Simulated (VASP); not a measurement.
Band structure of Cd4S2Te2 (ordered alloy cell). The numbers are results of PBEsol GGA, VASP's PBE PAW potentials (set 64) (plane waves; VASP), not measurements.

Unless said otherwise, spin-orbit coupling is left out, though it shifts the bands of the heavy elements here.

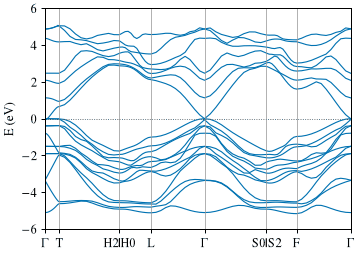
Fig. 1. Bands along high-symmetry lines, zero at the valence-band maximum or, without a gap, the Fermi level

Read the plot: is there a gap, and where are the band edges?

It has no gap at this level: it comes out as a metal or semimetal. (Edges off the drawn lines would not show.)

The structure was generated: Cd4S2Te2 was put into an ordered model structure (R3m), which need not be its known phase. It was relaxed first.
